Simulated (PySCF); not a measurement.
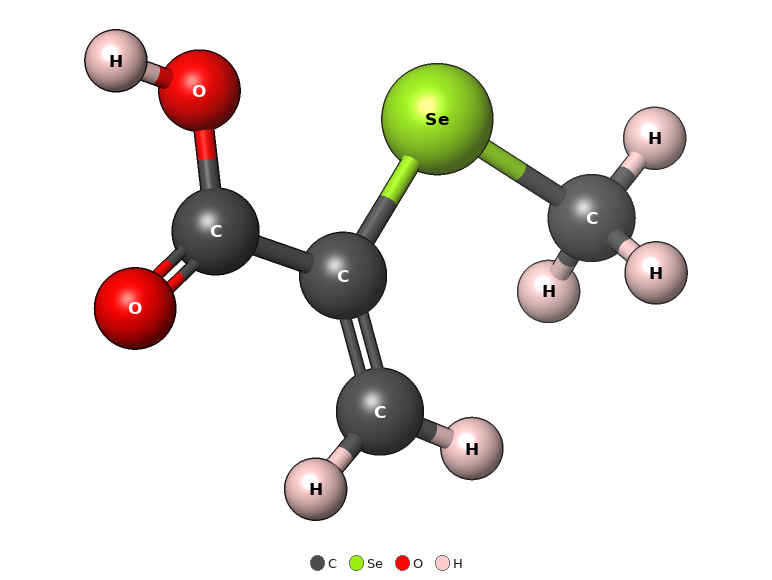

The geometry was computed by an optimisation with GFN2-xTB. No frequency run is at hand to confirm it as a minimum. Level of theory: B3LYP/pcJ-1 (pcSseg-1 on Se), gas phase (PySCF 2.14.0).

Estimate the dipole moment.

Answer. 1.87 D.

What is the HOMO energy (Kohn–Sham orbital)?

Answer. −6.02 eV.

What is the LUMO energy (Kohn–Sham orbital)?

Answer. −1.62 eV.

The geometry is semi-empirical. Around Se such bond lengths and angles can be off by a tenth of an ångström or more and by several degrees, and values that hang on the shape move with them.
